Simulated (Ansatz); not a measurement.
```yaml
atoms:
  - { symbol: Ga, position_ang: [0.1109, -0.8222, -0.2024] }
  - { symbol: C, position_ang: [-0.1411, 0.1862, 2.8987] }
  - { symbol: H, position_ang: [-0.9141, 0.4517, 3.6332] }
  - { symbol: H, position_ang: [0.8565, 0.3139, 3.3396] }
  - { symbol: H, position_ang: [-0.2420, 0.8530, 2.0283] }
  - { symbol: H, position_ang: [1.5483, -0.1947, -0.1310] }
  - { symbol: H, position_ang: [-1.1514, 0.0438, -0.5541] }
  - { symbol: P, position_ang: [-0.1699, -3.0743, 0.2784] }
  - { symbol: H, position_ang: [-1.0888, -3.3192, -0.7861] }
  - { symbol: H, position_ang: [0.9841, -3.5152, -0.4364] }
  - { symbol: H, position_ang: [-0.2782, -0.8677, 2.6133] }
```

Level of theory: Ansatz, RKS PBE0/def2-SVP.

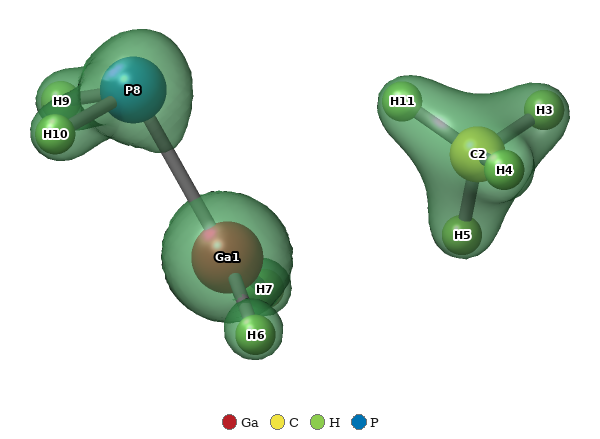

GaH4P···CH4. Isosurface of the electron density at 0.8 e/Å³ (green), seen at a tilt.

Question: Which contacts does the surface bridge?

Answer: At this value the surface falls into five separate pieces. It bridges the sampled C–H (1.10 Å) and P–H (1.43 Å) contacts, where the density stays above the isovalue. It is pinched off along the sampled Ga···H (2.81 Å) and Ga–P (2.32 Å) contacts. On the grid the lowest density along these lines, outside the cores, is 0.05 e/Å³ (Ga···H, 2.81 Å), 0.58 e/Å³ (Ga–P, 2.32 Å), 1.8 e/Å³ (C–H, 1.10 Å) and 1 e/Å³ (P–H, 1.43 Å).
